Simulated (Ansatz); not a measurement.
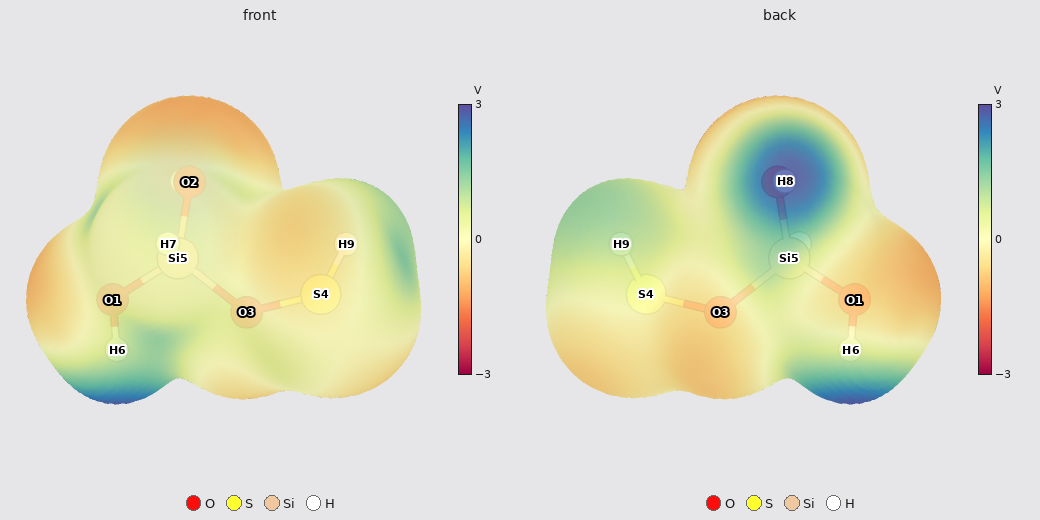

H4O3SSi. The electrostatic potential painted on the density surface at 0.002 e/bohr³, seen from the front and from behind; the colour scale runs from red (negative) to blue (positive).

Geometry: PBE0-D3(BJ)/def2-SVP.

Method: isolated molecule in a Gaussian basis; Kohn-Sham density functional theory, functional PBE0 (Ansatz 0.2.0).

Input file:

```
crystal:
  periodic: [false, false, false]
  atoms:
    - symbol: O
      position_ang: [0.239830, 0.794951, -1.841297]
    - symbol: O
      position_ang: [2.201553, 1.725592, -0.268949]
    - symbol: O
      position_ang: [1.322972, -0.893030, -0.148660]
    - symbol: S
      position_ang: [1.808998, -1.418414, 1.369678]
    - symbol: Si
      position_ang: [0.896852, 0.724164, -0.330380]
    - symbol: H
      position_ang: [-0.139270, -0.024859, -2.172626]
    - symbol: H
      position_ang: [0.003606, 1.129601, 0.771998]
    - symbol: H
      position_ang: [2.728178, 1.776991, -1.073074]
    - symbol: H
      position_ang: [3.089702, -0.971859, 1.319929]
basis:
  gaussian: {orbitals: def2-TZVPD}
output: {forces: true, orbitals: {seedname: orbitals}}
hamiltonian: {xc: {name: PBE0}}
```

Launched as:

```sh
ansatz run input.yaml --threads 2 --pin off --max-ram 4350MiB --events-out events.jsonl --progress --plain --runs-dir runs
```

Describe the electrostatic potential map.

Answer. The most negative region (about −1.2 V, or −28 kcal/mol for a unit charge) lies over O2, the most positive (about +2.8 V, or +65 kcal/mol for a unit charge) over H6 and H8. O2 is the likeliest acceptor of a hydrogen bond.
